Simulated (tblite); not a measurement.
## Frequency calculation of C₅H₁₄Si₂

- system: C₅H₁₄Si₂, SMILES C=CC[SiH2]C[SiH2]C
- method: GFN2-xTB harmonic vibrations, gas phase (tblite 0.8.0)

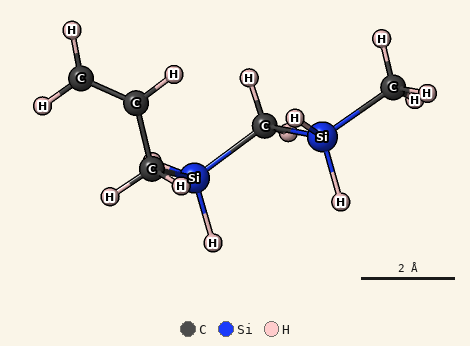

Figure 1. The input geometry (ball-and-stick view, seen at a tilt).

Key numbers:

```csv
quantity,value
outcome,converged
total energy,−578.2028 eV
zero-point energy,103.6840 kcal/mol
hardware,"1 CPU thread, shared host"
wall time,3.4 s
peak memory,0.18 GiB
```

The input:
```
{"job": {"kind": "ir", "xc": "GFN2-xTB", "basis": "xTB"}, "charge": 0, "multiplicity": 1}
C     -3.371532     0.809741     0.660484
C     -2.183728     0.269937     0.869991
C     -1.763923    -1.070613     0.387873
Si    -0.680843    -0.920798    -1.179669
C      0.793801     0.226378    -0.842425
Si     1.912114    -0.263404     0.618080
C      3.427927     0.879790     0.660615
H     -3.622669     1.796841     1.009849
H     -4.146308     0.277673     0.132429
H     -1.423032     0.828377     1.400572
H     -2.640505    -1.677352     0.163180
H     -1.192031    -1.580320     1.163654
H     -1.501399    -0.374666    -2.270755
H     -0.211246    -2.262925    -1.549670
H      0.419769     1.237362    -0.675734
H      1.399196     0.278186    -1.747636
H      1.184766    -0.131446     1.889334
H      2.355444    -1.656272     0.465964
H      3.143025     1.918924     0.799447
H      4.096675     0.613229     1.473268
H      3.995578     0.818299    -0.263481
```

The first line tells a small driver script what to run in tblite; the rest is the geometry in Å.

Run as:
```bash
OMP_NUM_THREADS=1 python <driver script> task.json out
```

What the program printed:
```
mode    cm-1     km/mol
  1      26.4      0.12
  2      44.0      0.22
  3      60.9      0.11
  4      94.7      0.11
  5     115.7      0.23
  6     130.0      0.16
  7     148.9      0.53
  8     208.7      1.07
  9     265.9      4.03
 10     409.1      5.20
 11     437.5     37.44
 12     453.3     32.49
 13     565.2      3.88
 14     566.1      1.42
 15     590.8     20.86
 16     629.5     79.35
 17     675.4     47.63
 18     701.3    165.05
 19     715.0    103.67
 20     748.5    117.49
 21     768.3      6.74
 22     775.5    208.42
 23     787.3    251.12
 24     803.3    112.74
 25     825.2    124.43
 26     831.0    261.28
 27     845.7    263.15
 28     878.1     11.47
 29     958.4     20.27
 30    1021.9      1.98
 31    1024.2     10.32
 32    1055.5     17.50
 33    1139.0    116.57
 34    1186.9     47.45
 35    1208.9     11.56
 36    1298.2      4.91
 37    1376.1     10.37
 38    1414.2     10.69
 39    1454.3      0.22
 40    1467.8      2.98
 41    1491.3      0.09
 42    1494.8      0.24
 43    1709.5     35.95
 44    2191.8    240.05
 45    2198.9    291.36
 46    2210.4    276.55
 47    2216.8    517.23
 48    2969.4     40.48
 49    2979.1     36.59
 50    2980.9     26.68
 51    2996.0     32.83
 52    3034.9     39.92
 53    3037.6     28.52
 54    3044.8     22.58
 55    3049.2     47.80
 56    3095.1     28.82
 57    3120.8     59.06
```

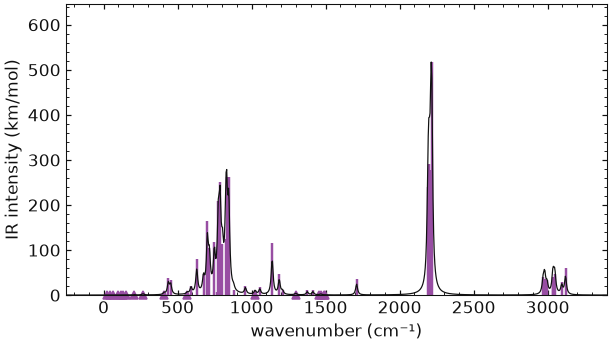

Figure 2. Harmonic infrared spectrum, unscaled: sticks (degenerate modes added up, dark ones marked on the axis) with a Lorentzian envelope of 16 cm⁻¹ full width, scaled to the tallest stick. 57 modes from 26 to 3121 cm⁻¹, none imaginary. The strongest line is at 2217 cm⁻¹ (517 km/mol).
